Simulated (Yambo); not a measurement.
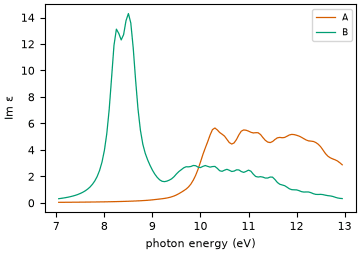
Figure: Two computed absorption spectra of NaBH4 (space group P-42_1c, No. 114) (Yambo, PBEsol bands with the same scissor, field along x)

Axes are Cartesian, with cell vectors (Å) (4.28, 0.00, 0.00), (0.00, 4.28, 0.00), (0.00, 0.00, 5.80).

Which curve includes the electron-hole attraction (BSE), and where are its main peaks?

Curve B: the attraction moves weight to lower energy (centre of the plotted range 9.3 eV against 11.3 eV). Its peaks lie at 8.2 eV, 8.5 eV. Settings: 6×6×6 mesh, 6 valence and 6 conduction bands, static screening with 54 bands and a 3 Ry block, scissor 2.95 eV, Tamm-Dancoff. The scissor comes from a G0W0 run whose convergence isn't established. Broadening 0.15 eV. The band window holds all transitions up to 13.0 eV. Fine structure above the onset can come from the mesh.

Geometry of the Materials Project entry, not relaxed at this level; primitive cell a = 4.276 Å, b = 4.276 Å, c = 5.799 Å, α = 90.00°, β = 90.00°, γ = 90.00°.

The structure is a Materials Project entry; no match was found in the copy of COD used, and its stability was not checked.
